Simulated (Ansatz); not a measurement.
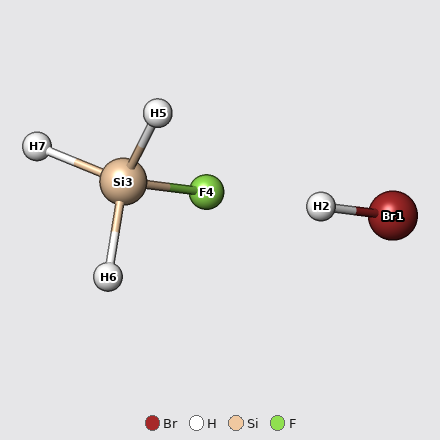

The system is the pair BrH···FH₃Si; the picture shows the reference structure. The turn is about an axis along (−0.45, −0.89, 0.11) in the frame of the relaxed pair, normal to the line between the partners. Coordinates scanned: (1) distance F4···Br1; (2) turn of Br1, H2 about F4. The grid has 15 × 15 points. Points are written as (first, second). Energies: cm⁻¹, counted from the two partners far apart, frozen as in the relaxed pair, each in its own basis (no counterpoise correction). These are results of RHF/def2-SVPD in Ansatz, not measurements.

Its coordinates:

```xyz
7

Br   -0.1651   -0.3878   -3.9105
H    -0.1071   -0.2484   -2.5070
Si    0.0572    0.1334    1.3456
F    -0.0135   -0.0270   -0.2748
H    -1.2796   -0.1846    1.8771
H     0.4350    1.5281    1.6329
H     1.0731   -0.8137    1.8368
```

Range: distance F4···Br1 from 3.072 to 5.072 Å; turn of Br1, H2 about F4 from −60.0 to 60.0°.

### What will the energy surface look like?

The lowest grid point is at (3.682 Å, 0.0°), −867 cm⁻¹ from the two partners far apart, frozen as in the relaxed pair, each in its own basis (no counterpoise correction). No other kind of well shows on this grid. The highest grid point, (3.072 Å, 60.0°), lies 1685 cm⁻¹ above the lowest. Round the minimum the two coordinates are nearly uncoupled.

```csv
"turn of Br1, H2 about F4 ↓, distance F4···Br1 →",3.072,3.121,3.203,3.303,3.418,3.545,3.682,3.830,3.985,4.149,4.320,4.499,4.683,4.875,5.072
60.0,818,501,98,−230,−454,−579,−624,−613,−572,−515,−454,−393,−336,−285,−241
51.4,648,341,−46,−358,−565,−673,−704,−682,−631,−567,−500,−433,−371,−315,−268
42.9,552,249,−132,−435,−634,−734,−757,−730,−675,−608,−537,−467,−400,−340,−289
34.3,492,191,−187,−486,−679,−775,−795,−766,−710,−641,−567,−493,−423,−359,−304
25.7,452,151,−225,−522,−712,−805,−824,−794,−738,−667,−591,−513,−439,−371,−314
17.1,422,121,−254,−548,−736,−828,−847,−817,−760,−687,−608,−526,−449,−379,−320
8.6,402,101,−273,−565,−752,−843,−861,−832,−774,−700,−618,−534,−455,−383,−323
0.0,394,94,−280,−572,−758,−848,−867,−837,−779,−705,−622,−537,−456,−384,−324
−8.6,401,101,−273,−566,−752,−843,−862,−832,−774,−700,−618,−534,−455,−383,−323
−17.1,421,120,−255,−549,−737,−829,−847,−818,−761,−688,−609,−527,−450,−380,−321
−25.7,450,149,−227,−524,−714,−807,−826,−796,−739,−669,−592,−514,−440,−373,−315
−34.3,490,189,−189,−488,−682,−777,−797,−767,−711,−643,−569,−495,−425,−361,−306
−42.9,549,246,−135,−438,−637,−736,−759,−731,−676,−609,−539,−468,−402,−342,−291
−51.4,643,337,−51,−362,−568,−676,−706,−683,−631,−567,−500,−433,−372,−316,−269
−60.0,801,486,85,−240,−461,−583,−626,−614,−571,−513,−451,−390,−333,−283,−240
```

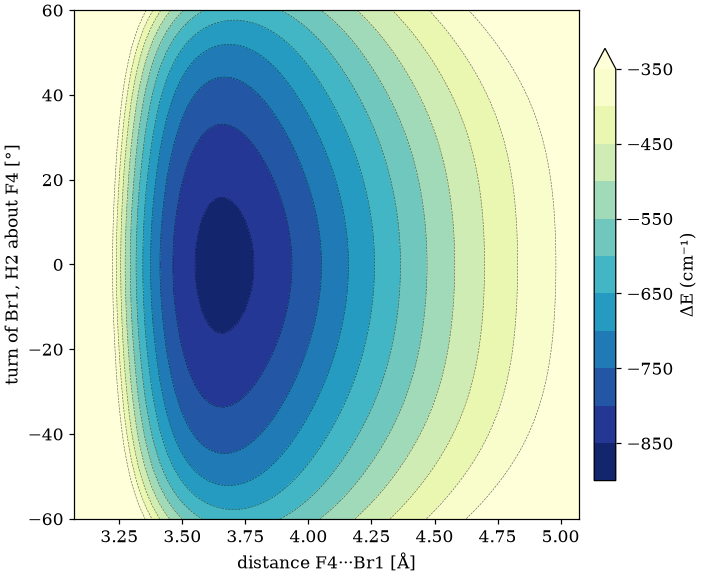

Drawn: filled contours, one colour for all values above the top of the scale. Between grid points the surface is interpolated.

Each point was launched as `ansatz run input.yaml --threads 1 --pin off --max-ram 2560MiB --backend cpu --events-out ev --progress --plain --runs-dir out`. Time for the 225 points that were run: 20 min on 1 thread of Arm Neoverse N1 (shared host).
